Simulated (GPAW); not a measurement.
Band structure of LiAg3 (P6_3/mmc, 8 atoms in the cell).

```yaml
crystal:
  lattice:
    - [5.74089, 0.00000, 0.00000]
    - [-2.87045, 4.97176, 0.00000]
    - [0.00000, 0.00000, 4.65837]
  atoms:
    - { symbol: Li, position: [0.33333, 0.66667, 0.75000] }
    - { symbol: Li, position: [0.66667, 0.33333, 0.25000] }
    - { symbol: Ag, position: [0.16807, 0.33614, 0.25000] }
    - { symbol: Ag, position: [0.83193, 0.66386, 0.75000] }
    - { symbol: Ag, position: [0.83193, 0.16807, 0.75000] }
    - { symbol: Ag, position: [0.16807, 0.83193, 0.25000] }
    - { symbol: Ag, position: [0.66386, 0.83193, 0.25000] }
    - { symbol: Ag, position: [0.33614, 0.16807, 0.75000] }
```

Method of the run: LDA (Perdew-Wang 92), GPAW PAW datasets LDA (gpaw-data 1.0.1) (plane waves; GPAW).

Settings: mode = pw; ecut = 600 eV; xc = LDA; kpts = 5 5 5; mesh shift (steps) = 0 0 0; occupations.name = fermi-dirac; occupations.width = 0.136 eV; nbands = -14; symmetry.symmorphic = false; symmetry.tolerance = 0.0005; maxiter = 120; bandpath_npoints = 40.

The starting cell comes from a database of computed structures (which also holds hypothetical and non-ambient phases and stackings), without a prior relaxation at this level.

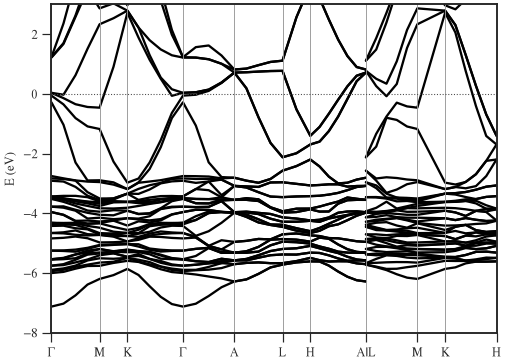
Figure. Bands along the path, energies from the Fermi level.

Levels in eV from the Fermi level, bands 49 to 56:
```tsv
point	49	50	51	52	53	54	55	56
Γ	-2.75	-0.28	-0.06	0.04	0.04	1.22	1.23	1.23
M	-2.95	-2.89	-1.17	-0.46	2.33	2.87	4.11	4.35
K	-3.19	-3.19	-2.97	2.72	2.79	2.79	2.97	3.51
A	-2.81	-2.81	0.72	0.72	0.72	0.72	0.82	0.82
L	-2.57	-2.57	-2.12	-2.12	0.77	0.77	1.11	1.11
H	-2.20	-2.20	-1.69	-1.69	-1.40	-1.40	3.66	3.66
```

Bands cross the Fermi level along this path, so the cell is metallic at this level.
